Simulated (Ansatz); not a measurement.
**CoF2 (quartet): density, localisation and related maps**

```xyz
3

Co    0.0000    0.0000    0.0000
F     0.2428   -0.6303    1.5945
F    -0.2428    0.6303   -1.5945
```

Geometry: PBE-D4/def2-TZVP.

Method: UKS PBE0-D4/def2-TZVP (Ansatz).

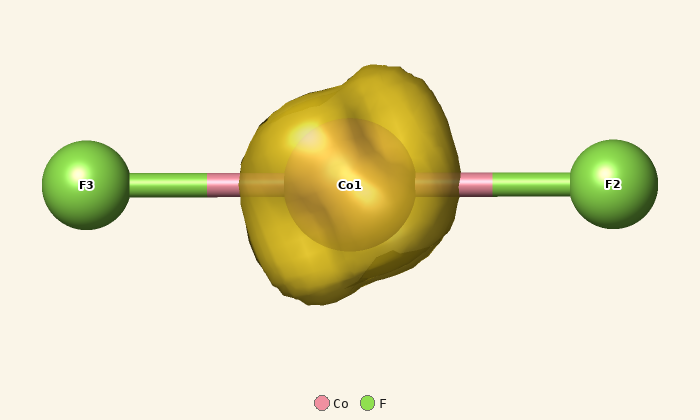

Figure 1. Isosurfaces of the spin density at +0.3 (yellow) and −0.3 e/Å³ (cyan), seen from one side.

Q: Which atoms carry the spin?

A: The unpaired spin (3 electrons) lies mostly on Co1 (about 2.8), F2 (about 0.1) and F3 (about 0.1), in electrons by Hirshfeld's partition. Only one sign reaches the isovalue.

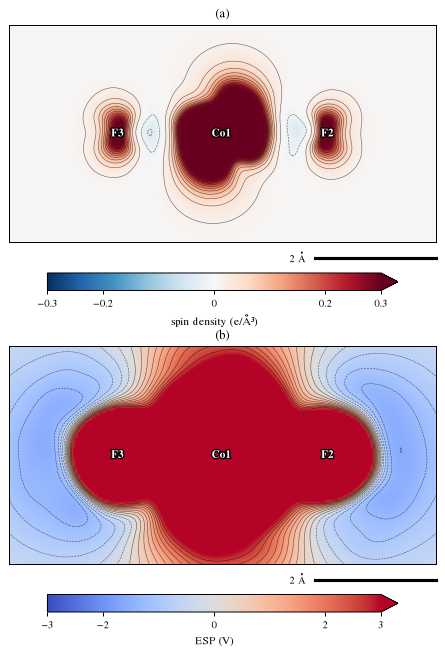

Figure 2. (a) spin density (α minus β); (b) molecular electrostatic potential on a plane that holds the molecular axis.

Q: What does the map show?

A: The section cuts through Co and F sites. The unpaired spin (3 electrons) lies mostly on Co1 (about 2.8), F2 (about 0.1) and F3 (about 0.1), in electrons by Hirshfeld's partition. Outside the dense part of the molecule the potential is most negative (−1.6 V) near F2 and F3.

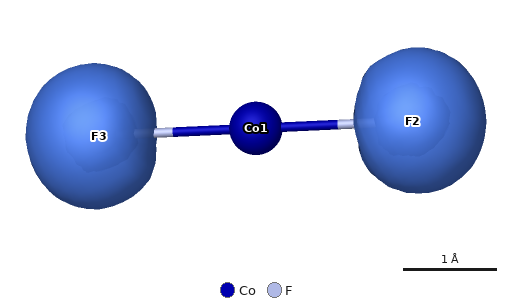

Figure 3. Isosurface of the ELF at 0.75 (blue), seen from one side. Core shells and regions of very low density are left out.

Q: Where are the electrons localised?

A: The surface consists of two regions wrapped around F (the valence shell of each). Along the contacts the grid gives the following. Co–F (1.73 Å): the ELF peaks at about 0.85 in the valence shell of F, 0.5 Å from its nucleus, and is about 0.20 at the midpoint.
